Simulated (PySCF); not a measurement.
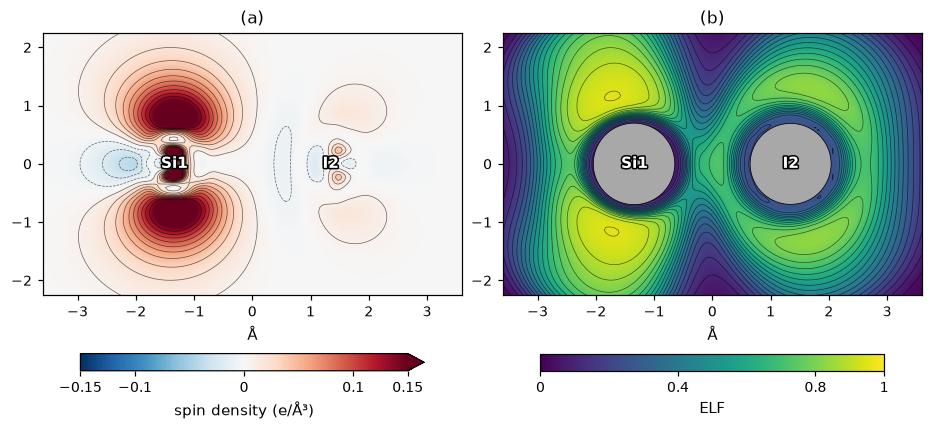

SiI (charge −1, triplet). (a) spin density (α minus β); (b) electron localisation function on a plane that holds the molecular axis. Grey discs cover the atomic cores in the ELF map.

Core potentials replace the inner electrons of I.

These are results of PBE0/def2-SVPD, non-relativistic Hamiltonian with scalar-relativistic core potentials where named, at a bond length of 2.688 Å (PySCF), not measurements.

```xyz
2

Si    0.0000    0.0000   -2.2025
I     0.0000    0.0000    0.4855
```

Question: Describe what can be read from this map.

Answer:
- Atoms in the plane: Si and I.
- Si–I (2.69 Å): the ELF peaks at about 0.75 between the atoms.
- The ELF also peaks beside I2 and Si1, away from the bonds: non-bonding electrons, paired or unpaired.
- The unpaired spin (2 electrons) lies mostly on Si1 (about 1.8) and I2 (about 0.2), in electrons by Hirshfeld's partition.
